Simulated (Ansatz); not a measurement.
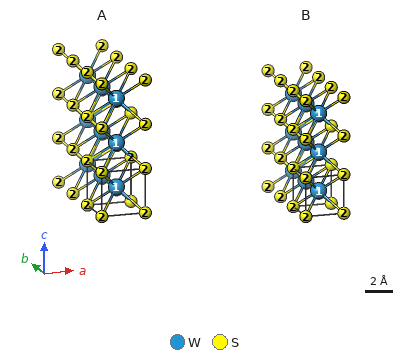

Two geometries of crystalline WS (a generated structure, set up in Pm-3m) (coarse preliminary run), drawn at one scale. One is the start of a relaxation, the other its converged end. Style: ball-and-stick. Shown: the cell of the calculation, repeated 1 × 3 × 3 with one cell outlined, slightly off an axis.

Method: DFT PBE, scalar-relativistic, plane waves, PAW in Ansatz 0.2.0. (plane-wave cutoff 420 eV; k-point mesh 6 × 6 × 6; occupations gaussian; smearing width 0.1 eV; no spin polarisation; cell and atoms relaxed; force threshold 0.04 eV/Å; at most 70 steps)

Q: Which one is relaxed?

A: Structure B is the relaxed one. No atom moves by more than 0.005 Å relative to the cell. The volume changes by −33.5 %, with a = b = c 3.445 → 3.007 Å (−12.7 %). Some distances before and after: W1–W1 3.445 → 3.007 Å, W1–S2 2.983 → 2.604 Å. The space group stays Pm-3m (No. 221). The energy falls by 2.369 eV per cell of the calculation in 3 accepted moves (4 points after the start). All forces vanish by symmetry, so only the cell relaxes. The pressure goes from −36.50 to −0.07 GPa. The SCF was repeated once at an unchanged geometry on a basis and grid sized afresh for the cell, which shifted the energy by 1.4 meV per cell of the calculation at most.
